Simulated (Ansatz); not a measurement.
# A thicker film of PbF2 (111) from two thinner ones

In a field along its normal an insulating film takes a dipole p. Written as a length, p/(ε₀AE), it should grow by 1 − 1/ε for each ångström added.

How it was computed: Ansatz 0.2.0, plane waves with PAW datasets (its set soft_2), PBE; fluorite films relaxed at a bulk in-plane lattice constant near the measured one, then held in weak fields of both signs with a dipole correction (A is the cell's area, E the outer field).

```tsv
run	distance between the outer atoms (Å)	p/(ε₀AE) (Å)
2 units	4.837	4.843
3 units	8.429	7.286
5 units	15.424	?
```

**Question.** What value belongs in the row marked “?”, and how far can the other rows tell?

Two rows fix a line: slope = (7.286 − 4.843) / (8.429 − 4.837) = 0.6801, intercept 1.5534. That slope means ε = 1/(1 − 0.6801) = 3.13. At 15.424 it gives 0.6801 × 15.424 + 1.5534 = 12.043 Å, beyond the rows fitted. Rounding of the rows alone allows about ±0.004 Å there; two rows can't show whether the line holds.

The run itself gives 12.163 Å: a miss of +0.120 Å, or 1.0 % of the value. The length is met to within 1 %, though ε is more sensitive than the length: the two thickest films give ε = 3.30.

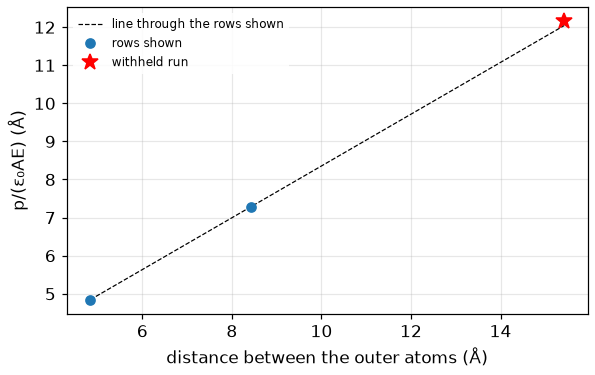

The fit and the withheld run.

Caveats: This is the electronic response alone. A unit is one step of the cut along the normal (a plane, a pair of planes or a cell), and the layers relax along it, away from their bulk spacing where the functional's lattice constant differs from the one held.

[Logs are printed without paths, hosts, clocks, repeated set-up lines and the standing remarks that a program may print on its own settings, such as how far it seeks lower states.]
